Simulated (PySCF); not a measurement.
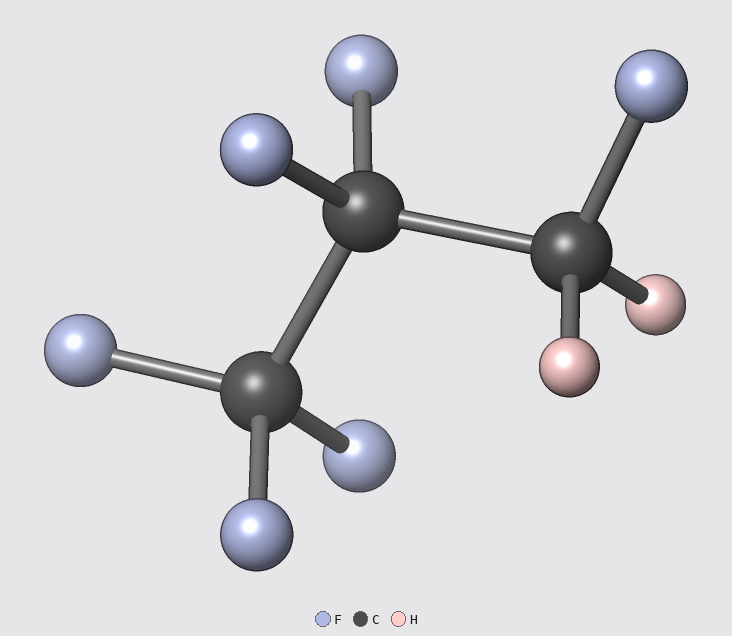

Every bond is drawn as one stick, whatever its order.

> Count the atoms of each element.

C₃H₂F₆, 11 atoms: 3 carbon, 2 hydrogen and 6 fluorine.

> Write the SMILES.

FCC(F)(F)C(F)(F)F

> How many sets of symmetry-equivalent atoms are there?

10: 1 F, 1 C, 1 C, 2 F, 1 C, 1 F, 1 F, 1 F, 1 H, 1 H.

> Count the bonded pairs by element.

6 C–F, 2 C–C, 2 C–H.

> Give the symmetry (Schoenflies symbol).

Cs.

The parts below concern this one geometry. Atoms keep their numbers from picture to picture. The geometry was computed by an optimisation with PBE0-D3(BJ)/def2-SVP. No frequency run is at hand to confirm it as a minimum.

NMR shielding

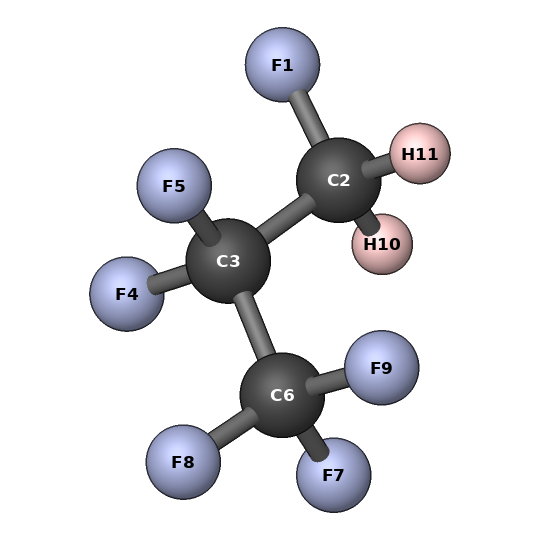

No frequency run is at hand to confirm it as a minimum. Properties computed with GIAO KT3/pcSseg-2 NMR shielding, non-relativistic, gas phase (PySCF 2.14.0). Principal shieldings σ11 ≤ σ22 ≤ σ33, span Ω = σ33 − σ11, skew κ = 3(σiso − σ22)/Ω.

> Which C atom has the most anisotropic shielding?

C2, with a span of 70 ppm.

Give the shielding tensors of the C atoms.

```tsv
atom	σ11	σ22	σ33	σiso	Ω	κ
C2	75.3	79.1	145.1	99.8	69.8	0.89
C3	41.7	66.6	79.4	62.6	37.7	−0.32
C6	42.0	57.8	62.5	54.1	20.5	−0.54
```

Shieldings and span in ppm.

Spin–spin coupling

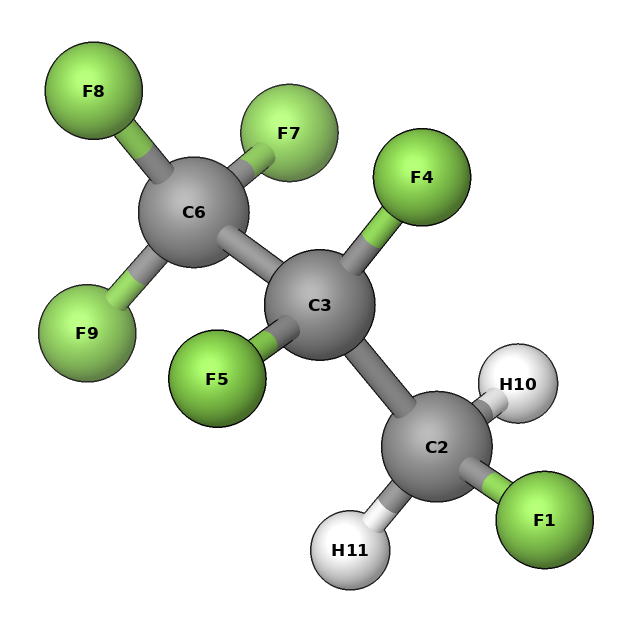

No frequency run is at hand to confirm it as a minimum. Method: B3LYP/pcJ-1 indirect spin-spin coupling, non-relativistic, gas phase (PySCF 2.14.0). Isotopes: 13C, 19F, 1H.

Give the spin–spin coupling constants of these pairs, with the number of bonds between them: F1/C2, C3/F5, C3/F7, F1/F4, F4/F8, F5/F7.

```json
{"pair": "F1, C2", "bonds apart": "1", "J (Hz)": "−258.1"}
{"pair": "C3, F5", "bonds apart": "1", "J (Hz)": "−314.1"}
{"pair": "C3, F7", "bonds apart": "2", "J (Hz)": "42.1"}
{"pair": "F1, F4", "bonds apart": "3", "J (Hz)": "−15.2"}
{"pair": "F4, F8", "bonds apart": "3", "J (Hz)": "−19.9"}
{"pair": "F5, F7", "bonds apart": "3", "J (Hz)": "21.0"}
```

Density functionals are unreliable for couplings to fluorine, so those rows may be far off.

Levels of theory compared

No frequency run is at hand to confirm it as a minimum. Program: PySCF 2.14.0.

Tabulate HOMO energy (eV) at these levels: B3LYP/pcJ-1; CAM-B3LYP/def2-SVPD; KT3/pcSseg-2; PBE0/pcSseg-1.

| level | HOMO energy (eV) |
| --- | --- |
| B3LYP/pcJ-1 | −9.95 |
| CAM-B3LYP/def2-SVPD | −11.97 |
| KT3/pcSseg-2 | −8.64 |
| PBE0/pcSseg-1 | −10.20 |
